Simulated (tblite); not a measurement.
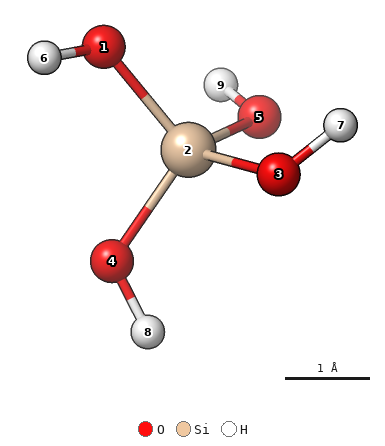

**Figure 1.** The structure as given in the input (ball-and-stick view, seen at a tilt; atoms are numbered from 1 in the order of the input).

**Molecular dynamics, with input and output: SiH₄O₄**

SiH₄O₄, SMILES O[Si](O)(O)O, computed with GFN2-xTB Langevin dynamics, gas phase (tblite 0.8.0).

**The program's output**
```
t/fs     T/K   E - E0/eV
     0.0    661.8     0.0000
   525.0    938.1     0.3493
  1050.0    647.5     0.4021
  1575.0    990.7     0.8195
  2100.0    622.2     0.7784
  2625.0    789.5     0.6420
  3150.0    687.5     0.5746
  3675.0    722.6     0.7651
  4200.0    711.8     0.6565
  4725.0    543.6     0.7118
  5250.0    773.3     0.7390
  5775.0   1015.8     0.6386
  6300.0    320.0     0.6426
  6825.0    742.3     0.8961
  7350.0    691.1     0.6299
  7875.0   1007.6     0.5911
  8400.0    737.8     0.6620
  8925.0    387.8     0.3564
  9450.0    632.2     0.5523
  9975.0    830.9     0.5755
 10500.0    928.2     0.6065
 11025.0    656.9     0.6239
 11550.0    553.6     0.8060
 12075.0    903.0     0.7222
 12600.0    484.6     1.2831
```

**Trajectory as extended XYZ (Å, eV, eV/Å), 25 frames, from step=0 to step=8400**
```
9
Properties=species:S:1:pos:R:3:forces:R:3 step=0 time_fs=0.0 energy=-550.30395 temperature=661.8
O    -0.4090   -0.9468    1.2408   -0.0010   0.0000   0.0000
Si    0.0064    0.0021   -0.0109    0.0000   0.0010   0.0000
O     0.2381   -0.7696   -1.4217   -0.0010   0.0010   0.0010
O    -1.2278    1.0333   -0.2418   -0.0010  -0.0010  -0.0020
O     1.4248    0.6918    0.3794   -0.0010   0.0000  -0.0030
H    -1.2992   -1.2832    1.2793    0.0010  -0.0010  -0.0010
H     1.0389   -1.2720   -1.5375    0.0000  -0.0010   0.0000
H    -1.2539    1.5364   -1.0501    0.0020   0.0000   0.0020
H     1.5359    1.0320    1.2619    0.0010   0.0010   0.0030
9
Properties=species:S:1:pos:R:3:forces:R:3 step=350 time_fs=525.0 energy=-549.95461 temperature=938.1
O    -1.0763    0.0886    0.3563    1.5910  -0.6650  -0.9030
Si   -0.0988    0.0572   -1.0056    0.0010  -1.9960   0.5940
O    -0.0468   -1.4223   -1.8342   -1.1910   3.1280   0.1180
O    -0.5558    1.1737   -2.0411    0.0760   1.0240  -0.2280
O     1.4233    0.3735   -0.5181   -0.8910  -2.0670  -0.3820
H    -1.9062    0.5173    0.3681   -0.7590   0.3720  -0.1550
H     0.3671   -2.1256   -1.4192    0.9180  -1.5070   0.9720
H    -1.1723    1.0899   -2.7453   -0.3290  -0.2920  -0.3620
H     1.6396    1.2557   -0.4098    0.5820   2.0030   0.3460
9
Properties=species:S:1:pos:R:3:forces:R:3 step=700 time_fs=1050.0 energy=-549.90187 temperature=647.5
O    -0.3687    0.8264   -3.3799    0.1130   0.1660   0.3020
Si   -0.7363    0.2639   -1.8967    1.8680  -1.5830   0.1480
O    -2.2931    0.5361   -1.7374   -0.7960   0.3740   0.5450
O    -0.2318   -1.3796   -1.9338    0.0870   1.8450   1.3240
O     0.1686    0.9233   -0.6373   -1.5910   0.7970  -0.2540
H     0.5396    0.7190   -3.6506   -0.0410   0.0430  -0.1290
H    -3.0461   -0.0298   -1.8754    0.3450  -0.1380  -0.1520
H     0.3656   -1.5161   -1.1693   -0.6430  -0.1920  -0.8860
H    -0.2262    1.6999   -0.1572    0.6580  -1.3120  -0.8980
9
Properties=species:S:1:pos:R:3:forces:R:3 step=1050 time_fs=1575.0 energy=-549.48449 temperature=990.7
O    -1.0609    1.0818   -3.2303    2.3750  -0.3500  -1.9390
Si   -2.5435    0.5492   -3.4423   -2.3780   0.7750   3.4290
O    -3.5204    1.8332   -3.8162    0.5550  -0.2880   0.5160
O    -2.7282   -0.3251   -4.7031    0.6870  -3.5660  -3.0170
O    -2.8781   -0.4264   -2.1061   -0.8970   1.9630   0.0910
H    -0.6171    0.7570   -4.0682    0.1250   0.9660   1.7130
H    -3.0199    2.5302   -4.2490   -0.3810  -0.0800   0.1650
H    -2.2719   -1.2016   -4.8194   -0.8960   1.3700   0.2420
H    -3.3397    0.0207   -1.3498    0.8100  -0.7900  -1.2000
9
Properties=species:S:1:pos:R:3:forces:R:3 step=1400 time_fs=2100.0 energy=-549.52558 temperature=622.2
O    -2.6463    2.5260   -2.9995   -0.3930   0.9660   2.3220
Si   -3.0613    1.2563   -3.7765   -4.2340  -2.5570  -2.4160
O    -4.5542    1.6082   -4.4913    1.8490  -0.6570  -0.7150
O    -2.0853    0.8018   -4.9847    1.3160   1.3730   4.5290
O    -3.6913    0.1331   -2.7578    1.6690  -0.4470   0.2070
H    -1.9297    2.9921   -3.3011    2.1450   1.6090  -0.6810
H    -5.1288    2.1631   -4.0171   -0.7240   0.6190   0.6520
H    -2.2040    0.5368   -5.8192   -1.0600  -1.2510  -3.7290
H    -3.0600   -0.4455   -2.3011   -0.5670   0.3450  -0.1690
9
Properties=species:S:1:pos:R:3:forces:R:3 step=1750 time_fs=2625.0 energy=-549.66197 temperature=789.5
O    -3.1663   -0.3084   -2.5364   -0.7850  -0.2650  -1.0350
Si   -2.8255    0.2072   -4.0576    0.9620   0.4950   1.6630
O    -4.0020    1.2772   -4.3428   -0.1270  -0.1640  -2.2230
O    -1.4345    1.0779   -3.9802    1.3050   0.9660   1.0830
O    -2.6547   -0.8351   -5.2943   -0.1800   0.4090   0.2510
H    -2.5707   -0.4564   -1.8271    0.5880  -0.0420   0.2210
H    -3.9768    1.3845   -5.3307   -0.5760   0.3110   1.4460
H    -1.0750    1.7040   -3.2651   -1.2660  -1.6220  -1.6200
H    -2.6417   -1.7795   -5.2167    0.0790  -0.0900   0.2140
9
Properties=species:S:1:pos:R:3:forces:R:3 step=2100 time_fs=3150.0 energy=-549.72933 temperature=687.5
O    -2.3701   -0.4466   -4.4570    1.0850   1.6840  -0.1710
Si   -1.0413    0.2456   -3.7560    0.8390  -2.6360  -2.2950
O    -1.4230    1.3040   -2.7135   -1.2040   2.8620   3.0210
O    -0.2420   -1.0099   -3.0914   -0.8520  -0.2100  -0.3100
O    -0.0308    1.0555   -4.8047   -0.8570  -0.8030   0.5610
H    -2.6193   -1.3039   -4.1944   -0.2200  -0.9930   0.4050
H    -1.0371    2.1802   -2.6474   -0.1600  -0.3250  -0.1070
H     0.6118   -0.7866   -2.7908    1.0690   0.0060   0.4530
H    -0.5372    0.9076   -5.5804    0.3000   0.4150  -1.5560
9
Properties=species:S:1:pos:R:3:forces:R:3 step=2450 time_fs=3675.0 energy=-549.53887 temperature=722.6
O    -2.2434   -0.1830   -5.7076    0.9580   0.9570  -0.0620
Si   -1.1414    0.9295   -5.1097   -1.9110  -0.7710  -0.5970
O    -1.5921    1.6747   -3.7414   -1.0430   0.7560   1.2350
O     0.2224    0.2570   -4.5152    0.8950   1.5340   0.2610
O    -0.9356    2.0118   -6.3578    0.3760  -0.6950   0.9850
H    -2.3393   -0.2321   -6.6753    0.1830   0.1050   0.9210
H    -2.2592    1.7993   -3.0179    0.8560  -0.4960  -1.7710
H     0.6194    1.0014   -3.9762   -0.2110  -1.6930  -0.6520
H    -0.0553    2.3784   -6.3097   -0.1030   0.3030  -0.3210
9
Properties=species:S:1:pos:R:3:forces:R:3 step=2800 time_fs=4200.0 energy=-549.64744 temperature=711.8
O    -2.0103    2.0037   -6.1979    1.1390   0.3550  -1.0150
Si   -0.6846    2.8972   -6.6510   -0.2820  -3.4500   0.3380
O    -0.2407    3.6197   -5.2716    0.3610  -0.4570  -0.0150
O     0.3216    1.9293   -7.6052   -0.6440  -0.1010   1.2640
O    -1.1693    3.9694   -7.6525   -0.0590   3.6650  -3.9890
H    -2.1652    2.0005   -5.2740   -0.2950   0.0140   0.8050
H     0.4906    4.1810   -5.4607    0.6150   0.6210   0.4400
H     0.1594    0.9765   -7.5317    0.2310   0.7260  -0.0310
H    -0.7230    4.3880   -8.4777   -1.0670  -1.3720   2.2020
9
Properties=species:S:1:pos:R:3:forces:R:3 step=3150 time_fs=4725.0 energy=-549.59212 temperature=543.6
O    -0.5418    4.7668   -4.9548    2.3450   1.8770   0.0490
Si    0.2212    4.2532   -6.2303    0.2380  -4.1990   0.0580
O     1.4483    5.1517   -6.4817    2.9500   2.3440  -0.6890
O     0.6863    2.6382   -5.8886   -0.2890   0.8030  -1.0520
O    -0.3912    4.1083   -7.7006   -1.9290   1.1550  -1.5940
H    -1.3541    4.5061   -4.6999   -3.3770  -1.2440   1.0980
H     2.2721    5.4486   -6.0914   -0.6250  -0.3600   0.2300
H     0.9307    2.0676   -6.6477   -0.3360   0.8590   0.9060
H    -0.8964    4.8254   -8.1783    1.0230  -1.2350   0.9930
9
Properties=species:S:1:pos:R:3:forces:R:3 step=3500 time_fs=5250.0 energy=-549.56494 temperature=773.3
O     1.4284    5.2807   -6.2208    0.9130   3.8510   0.9910
Si    1.2155    3.7479   -6.3092   -0.8740  -2.1930   2.5660
O     2.4488    3.3559   -7.2176    0.4440   0.2120  -0.7000
O     1.0291    3.1650   -4.7305   -0.1280  -1.3720  -0.7200
O    -0.2389    3.5300   -6.9152   -0.1460  -1.8560   0.6770
H     2.1537    5.7282   -5.7416   -0.8290  -0.6620  -0.5560
H     3.0737    2.6961   -7.3984    0.4530  -1.1450   0.0100
H     0.5743    2.3025   -4.4872    0.9190   1.8190  -0.8470
H    -0.6410    4.0984   -7.5064   -0.7520   1.3460  -1.4200
9
Properties=species:S:1:pos:R:3:forces:R:3 step=3850 time_fs=5775.0 energy=-549.66538 temperature=1015.8
O     2.6245    4.7893   -7.4568   -0.7490   0.6150   0.9530
Si    1.3751    3.9493   -6.8791    0.4490   0.3020   1.5770
O     1.4541    3.8411   -5.1729    0.3340  -1.2790  -2.4480
O    -0.0238    4.7451   -6.9575   -0.4610   0.5850  -0.3680
O     1.2954    2.5760   -7.7371   -0.4650  -2.5120   2.2260
H     3.3383    4.8841   -8.0510    0.2930  -0.4600  -0.5150
H     1.4581    4.6569   -4.7190   -0.0350   0.8290   0.3340
H    -0.3924    5.0864   -7.7700    0.1120  -0.1260   0.0530
H     1.0824    1.7626   -7.1340    0.5230   2.0450  -1.8120
9
Properties=species:S:1:pos:R:3:forces:R:3 step=4200 time_fs=6300.0 energy=-549.66131 temperature=320.0
O     1.8891    5.7785   -6.1001   -1.5870   0.1250  -0.5620
Si    0.7606    4.9731   -6.9798    0.0090   0.9210  -0.0830
O    -0.7195    5.7741   -6.7268    2.4750  -0.5020  -1.9920
O     1.4088    5.0651   -8.5424   -1.5110  -0.7780   1.3150
O     0.4180    3.5179   -6.2580   -0.2970   2.7860   0.2080
H     2.7059    5.4812   -5.7609    0.7150  -0.5240   0.0930
H    -1.0221    5.4973   -5.8992   -0.8470  -0.2650   1.4800
H     0.8634    4.6834   -9.2461    0.3670   0.3540   0.4140
H     0.6009    2.6649   -6.5112    0.6750  -2.1160  -0.8740
9
Properties=species:S:1:pos:R:3:forces:R:3 step=4550 time_fs=6825.0 energy=-549.40790 temperature=742.3
O     0.4552    7.4420   -5.2840   -1.0410  -2.6040  -2.6620
Si    1.6349    6.5079   -6.0577   -2.3060  -0.6050   1.4640
O     2.8366    7.4375   -6.4552    2.7240   0.1390  -0.1740
O     2.1828    5.1421   -5.2580   -0.8950   0.7900  -1.3670
O     0.9833    6.0511   -7.4544   -0.9790   0.4290   0.0400
H    -0.3648    7.0864   -5.8318    1.7800   1.5130   1.9170
H     3.5579    6.7934   -6.6247   -0.0490   1.3110  -0.0880
H     2.5411    5.3643   -4.4296    0.4930  -0.0130   1.2620
H     1.1493    5.2645   -7.9226    0.2720  -0.9600  -0.3930
9
Properties=species:S:1:pos:R:3:forces:R:3 step=4900 time_fs=7350.0 energy=-549.67405 temperature=691.1
O     2.1735    8.9382   -5.1268    1.0680  -1.4370  -0.6400
Si    2.5548    7.8295   -6.3083   -3.0850   0.3270   0.5920
O     3.4263    8.2369   -7.5658    1.3420   0.0630  -1.8810
O     3.0365    6.6890   -5.3119    1.0550  -1.5330   0.9490
O     1.2219    7.3509   -7.2364    0.1030  -0.2460   0.8630
H     1.6761    9.7146   -5.1981   -0.6920   1.1960  -0.5020
H     3.3366    7.7552   -8.4292   -0.0080   0.7520   1.5380
H     3.5364    6.7156   -4.4722   -0.6580   0.3820  -1.1370
H     0.4266    6.8513   -6.9900    0.8750   0.4950   0.2190
9
Properties=species:S:1:pos:R:3:forces:R:3 step=5250 time_fs=7875.0 energy=-549.71281 temperature=1007.6
O     3.3318    7.4357   -6.0844    0.1550   1.5500   2.3590
Si    2.4573    7.3752   -7.3846    0.5080   0.7050  -1.4190
O     3.2830    6.3265   -8.3004    0.2010   1.2540  -1.6840
O     1.1553    6.6563   -6.8460   -1.9630  -0.0010  -0.0890
O     2.1640    8.8322   -8.0524    0.6100   0.2690  -0.0870
H     4.1439    7.0362   -5.9113    1.3860  -0.6190   0.1310
H     3.2302    5.4875   -7.9267    0.0540  -1.9080   0.4000
H     0.3641    7.1762   -6.9700   -0.2300  -0.3090   0.1690
H     2.8748    9.4804   -8.2291   -0.7230  -0.9410   0.2200
9
Properties=species:S:1:pos:R:3:forces:R:3 step=5600 time_fs=8400.0 energy=-549.64196 temperature=737.8
O     4.2298    4.3639   -5.2177   -0.7010  -1.5850   0.3400
Si    3.7292    5.8332   -5.6701   -1.2460  -0.1100   0.9690
O     2.0413    5.7727   -5.9387    2.5740  -1.4570  -1.0940
O     3.8345    6.9667   -4.5157    0.3420   0.3660   1.1230
O     4.7280    6.2925   -6.8832   -0.9890  -0.2100   0.8530
H     3.6989    3.5335   -5.0629    0.7590   1.7810  -0.3620
H     1.4952    6.4028   -5.5506   -0.8310   1.2850   0.7350
H     3.9497    6.9300   -3.5446   -0.0510  -0.3200  -1.3510
H     4.1402    6.3091   -7.6181    0.1430   0.2490  -1.2130
9
Properties=species:S:1:pos:R:3:forces:R:3 step=5950 time_fs=8925.0 energy=-549.94752 temperature=387.8
O     2.1426    4.2283   -5.1429    1.9170   0.8680  -0.4450
Si    3.4639    5.3100   -5.0079   -1.5530  -1.7740   2.5180
O     2.7973    6.6208   -4.3388   -0.4260  -0.1750  -1.0610
O     4.6487    4.8049   -3.9213   -0.6350  -1.1220  -1.5480
O     4.0570    5.4109   -6.4471    1.5190   0.3050  -1.1010
H     1.5430    4.2768   -4.4248   -0.5760  -0.0460   0.5700
H     3.1807    6.9689   -3.5697    0.6000   0.6030   1.0690
H     4.9760    3.9032   -4.1673   -0.2880   1.3850   0.5180
H     3.5976    5.3285   -7.2588   -0.5590  -0.0430  -0.5200
9
Properties=species:S:1:pos:R:3:forces:R:3 step=6300 time_fs=9450.0 energy=-549.75164 temperature=632.2
O     1.9534    3.3719   -4.2344   -2.7310  -1.2010   0.9620
Si    3.3841    3.9797   -4.1622    3.8480   1.6380  -1.7300
O     3.8271    4.8019   -5.6004   -1.0320  -0.3100   1.7420
O     3.6939    4.9900   -2.9306    0.8200  -3.2860   0.4250
O     4.4766    2.7831   -4.1821    1.4990  -0.8560   0.9620
H     1.5508    3.0399   -3.4017    0.4260   0.3260  -1.0870
H     3.7220    4.2491   -6.3583   -0.0120  -0.1430  -0.4470
H     3.4228    5.8324   -3.0551   -0.9860   3.4910  -0.3230
H     5.4219    2.7802   -3.8699   -1.8310   0.3410  -0.5020
9
Properties=species:S:1:pos:R:3:forces:R:3 step=6650 time_fs=9975.0 energy=-549.72845 temperature=830.9
O     3.0405    2.1382   -3.9680   -0.2600   1.7740   1.6940
Si    3.7091    3.2197   -2.8356   -0.1660  -1.2940   0.3140
O     5.2493    3.4163   -3.3637   -0.9780   0.0270  -0.4080
O     3.0913    4.7307   -2.9285    0.2590  -0.7160  -0.8050
O     3.6350    2.7625   -1.2347   -1.0100   0.3660  -0.1140
H     3.4962    1.4729   -4.4498    0.5610  -0.2690  -0.0330
H     6.0118    3.1992   -2.8798    0.8270  -0.3250   0.7250
H     3.4944    5.0224   -3.7535   -0.5450   0.7450   0.2140
H     2.8979    2.9957   -0.5984    1.3110  -0.3070  -1.5860
9
Properties=species:S:1:pos:R:3:forces:R:3 step=7000 time_fs=10500.0 energy=-549.69749 temperature=928.2
O     4.2819    4.8584   -3.9208    0.1330  -0.9760  -2.1860
Si    3.6841    4.9241   -2.4496   -1.9050  -0.3940   0.8900
O     4.8240    5.0579   -1.3422   -0.0620   0.1140   0.1750
O     2.5885    6.1827   -2.4736   -0.8000   0.3780  -1.0450
O     3.0319    3.5350   -1.8172   -1.1410   1.0620  -0.4950
H     3.8672    4.3609   -4.6611    0.5500   0.6300   1.1120
H     5.4306    5.7470   -1.4954    1.0340   0.8990   0.0840
H     2.0517    6.5563   -3.2503    1.5330  -1.1510   1.6920
H     2.1981    3.7625   -1.3709    0.6580  -0.5610  -0.2260
9
Properties=species:S:1:pos:R:3:forces:R:3 step=7350 time_fs=11025.0 energy=-549.68001 temperature=656.9
O     2.5099    5.1122   -2.1294   -0.6250  -0.3200   0.5650
Si    1.8081    6.1025   -1.0028   -1.2620  -0.1890  -0.7700
O     2.9750    6.4756    0.0866   -0.3130  -0.7450  -0.6520
O     1.4763    7.5052   -1.8669    0.3520  -1.1900   1.6020
O     0.4674    5.4568   -0.1948    1.9840   1.5780  -0.4050
H     1.9977    4.4286   -2.5716    0.2090   0.4280   0.1610
H     3.6122    5.7588    0.0298    0.1820   0.3650   0.4770
H     1.9159    8.1503   -1.3125   -0.2760   0.6440  -0.4710
H    -0.0943    4.7313   -0.3714   -0.2500  -0.5700  -0.5060
9
Properties=species:S:1:pos:R:3:forces:R:3 step=7700 time_fs=11550.0 energy=-549.49796 temperature=553.6
O     2.0456    7.0933   -1.7428    2.2370   0.7890  -2.1430
Si    0.9630    7.1010   -0.6326   -0.9050  -2.8760   3.3330
O     1.3772    8.0647    0.6521    0.4930  -0.9390  -0.9760
O    -0.3648    7.7612   -1.1221   -2.2940  -0.2980  -0.2640
O     0.8141    5.4189   -0.2416    0.6200   2.0450  -0.1250
H     2.5672    6.4103   -2.1354   -0.0200  -0.3430   0.1380
H     2.3251    8.1529    0.5906    0.1490   0.2810   0.6610
H    -0.4080    8.4863   -1.7059    0.0350   0.7830  -0.5710
H     0.1427    4.7541   -0.3345   -0.3160   0.5570  -0.0540
9
Properties=species:S:1:pos:R:3:forces:R:3 step=8050 time_fs=12075.0 energy=-549.58177 temperature=903.0
O     3.3049    8.3970   -0.4953    1.0280   0.6430  -1.0980
Si    2.4224    7.9820    0.7400   -0.3780   0.6040   1.6170
O     3.4073    8.6933    1.9275   -0.5120  -2.4930   0.5680
O     0.9314    8.6751    0.8283    0.5130  -0.4350  -0.1580
O     2.1098    6.3969    0.7535    5.0540   2.3450  -0.1270
H     3.4255    8.2971   -1.4318   -0.4170  -0.2910   0.1250
H     3.7376    8.0453    2.6198   -0.6070   1.3760  -1.3570
H     0.9444    9.6158    0.7544   -0.1550   0.4910   0.0570
H     1.3632    5.9473    0.7997   -4.5260  -2.2420   0.3730
9
Properties=species:S:1:pos:R:3:forces:R:3 step=8400 time_fs=12600.0 energy=-549.02085 temperature=484.6
O     4.7051    8.6630    0.4636    0.8890   1.8080   0.2500
Si    3.7905    9.3532    1.7186   -0.5490  -2.3180   0.3920
O     4.2289   10.0246    3.2066   -0.1240   0.8400  -3.7940
O     2.9343   10.5004    1.0664   -0.3560   0.6310  -1.7440
O     2.7632    8.0305    2.0553   -1.8780   0.4600  -0.9000
H     5.3726    9.1262   -0.1639   -1.8020  -0.8610   1.9030
H     4.2944    9.4718    3.9168    0.3270  -1.8670   2.2730
H     2.4496   11.2736    1.2768   -0.0900   0.3870   0.6250
H     1.7764    7.8680    1.6763    3.5820   0.9200   0.9950
```

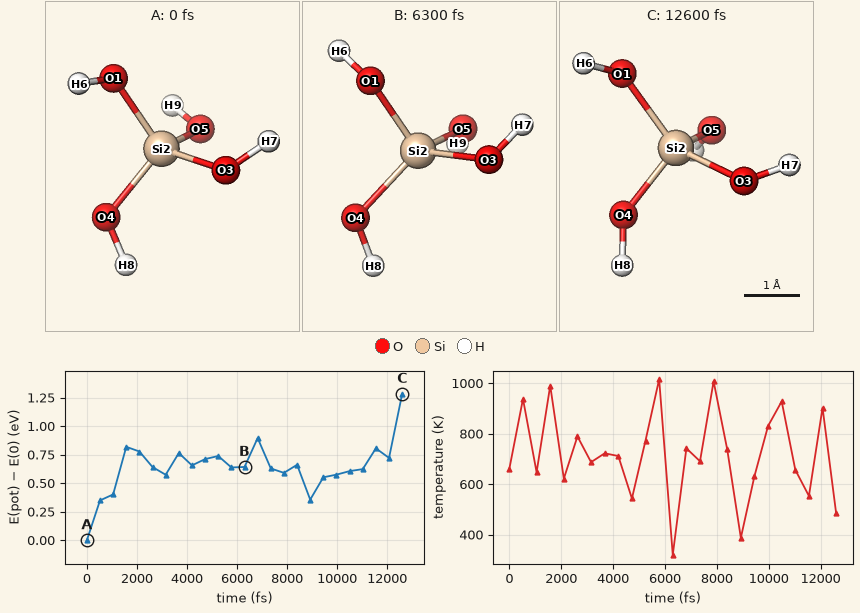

**Figure 2.** Frames of the molecular dynamics (ball-and-stick, seen at a tilt) above the curves, on which the letters mark them. The trajectory kept here has 25 frames over 12600 fs. The temperature starts at 662 K, ranges from 320 to 1016 K and averages 683 K over the second half. The potential energy ends 1.283 eV above its first value. After an unweighted best fit of the last frame on the first, the root-mean-square displacement is 0.29 Å, and H9 has moved furthest (0.47 Å).

The run was set up as follows.

**The input**
```
{"job": {"dt": 1.5, "steps": 8000, "equilibration": 400, "friction": 0.005, "h_mass": 4.0, "temperature": 700, "xc": "GFN2-xTB", "basis": "xTB", "kind": "md"}, "charge": 0, "multiplicity": 1}
O     -0.408977    -0.946759     1.240777
Si     0.006409     0.002145    -0.010931
O      0.238134    -0.769632    -1.421742
O     -1.227829     1.033310    -0.241778
O      1.424783     0.691751     0.379392
H     -1.299158    -1.283159     1.279292
H      1.038893    -1.272006    -1.537541
H     -1.253922     1.536365    -1.050085
H      1.535911     1.031960     1.261899
```

The first line tells a small driver script what to run in tblite; the rest is the geometry in Å.

Launch command:
```bash
OMP_NUM_THREADS=1 python <driver script> task.json out
```

**Key numbers**

| quantity | value |
| --- | --- |
| outcome | finished |
| mean temperature over the second half | 683 K |
| trajectory | 25 frames kept, 12600 fs |
| hardware | 1 CPU thread, shared host |
| wall time | 36 s |
| peak memory | 0.36 GiB |
